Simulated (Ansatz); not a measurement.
Input file:

```
crystal:
  periodic: [false, false, false]
  atoms:
    - {symbol: C, position_ang: [-2.340396, 0.483138, -0.327878]}
    - {symbol: C, position_ang: [-2.466277, -0.776290, -0.559526]}
    - {symbol: Al, position_ang: [-2.324651, -3.789158, -1.097591]}
    - {symbol: "N", position_ang: [-2.405528, -1.984929, -0.776474]}
    - {symbol: H, position_ang: [-2.957542, 1.351164, -0.189295]}
basis:
  gaussian: {orbitals: def2-TZVPD}
magnetization: {spin_polarized: true, initial_magnetization: 1}
hamiltonian: {xc: {name: PBE0}}
output: {forces: true, orbitals: {seedname: orbitals}}
```

Launched as:

```sh
ansatz run input.yaml --threads 1 --pin off --max-ram 2610MiB --events-out events.jsonl --progress --plain --runs-dir runs
```

Geometry: B3LYP/6-31G*.

Theory: Ansatz 0.2.0, isolated molecule in a Gaussian basis; Kohn-Sham density functional theory, functional PBE0.

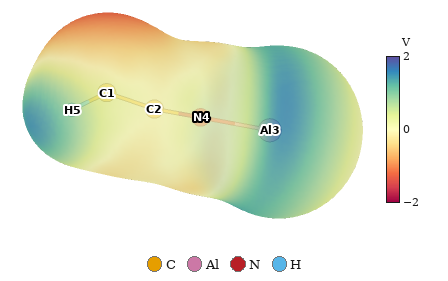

C$_{2}$HAlN (SMILES [CH]=C=[N][Al]) (doublet). The molecular electrostatic potential painted on the density surface at 0.002 e/bohr³, seen at a tilt; red is negative and blue positive.

Question: Which sites attract a positive test charge, and which a negative one?

Answer: A positive charge is drawn to the negative regions and a negative charge to the positive ones. The most negative region (about −1.3 V) lies over C1, the most positive (about +1.6 V) over Al3.

Question: What dipole moment does the calculation give?

Answer: Its dipole moment is 1.09 D.
